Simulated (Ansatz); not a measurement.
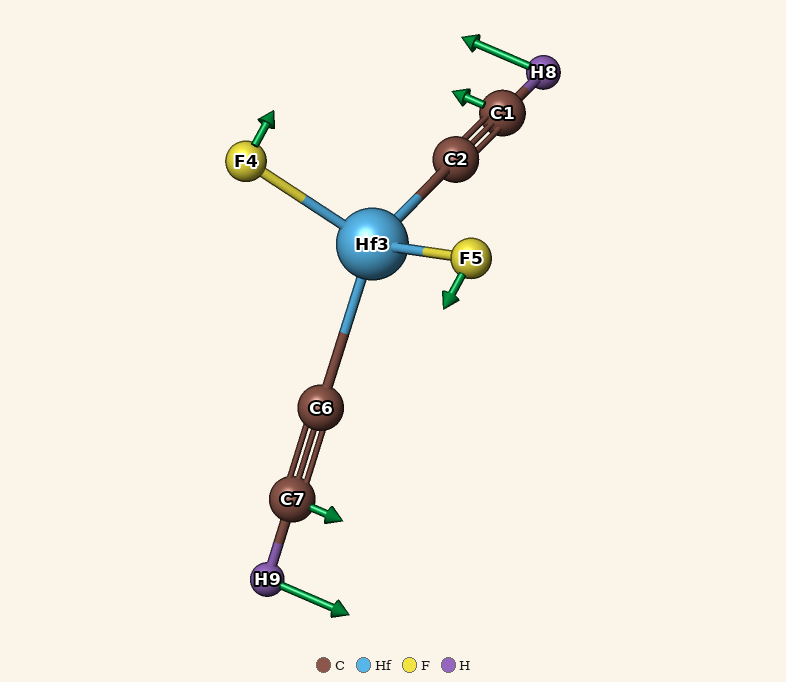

The arrows show one normal mode. Charge 0, singlet. Harmonic vibrations computed with RKS PBE0-D4/def2-TZVP, core potentials on Hf (Ansatz 0.2.0) at a stationary point of the same level.

### At what wavenumber does it lie?

93 cm⁻¹; it is mode 3 of 21 counted from the lowest.
